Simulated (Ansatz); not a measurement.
```xyz
10

P     0.9394    0.2548   -1.1591
Si    0.6931   -2.0026   -1.3051
Si   -1.2732    0.7847   -1.1192
H     0.2489   -2.4909    0.0315
H    -0.3028   -2.4303   -2.3313
H     2.0188   -2.6011   -1.6318
H     1.0867    0.4528   -2.5679
H    -2.0768    0.0773   -2.1594
H    -1.7963    0.4170    0.2274
H    -1.4085    2.2563   -1.3145
```

Geometry: B3LYP-D3(BJ)/def2-SVP.

Theory: isolated molecule in a Gaussian basis; Kohn-Sham density functional theory, functional PBE0 (Ansatz 0.2.0).

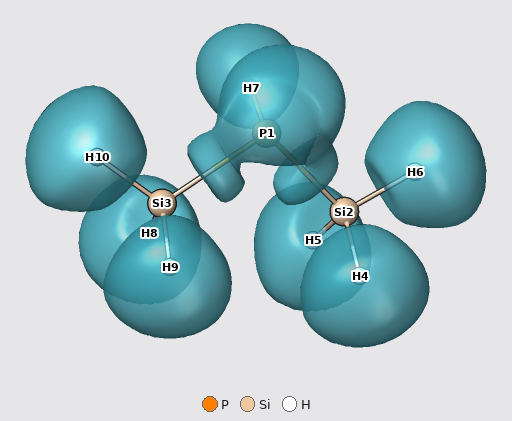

H$_{7}$PSi$_{2}$. Isosurface of the electron localisation function at 0.8 (cyan), seen at a tilt. Only the valence region is drawn (cores and ρ < 0.01 e/Å³ removed).

Question: Where are the electrons localised?

Answer: The ELF exceeds this value in seven regions around hydrogen nuclei and one region on P in which the atom's valence shell and bonds are merged. Along the contacts the grid gives the following. Si–P (2.28 Å): the ELF peaks at about 0.95 between the atoms, as expected for a shared electron pair. P–H (1.43 Å): the ELF climbs to about 1 towards the hydrogen, as it does in any bond to H.
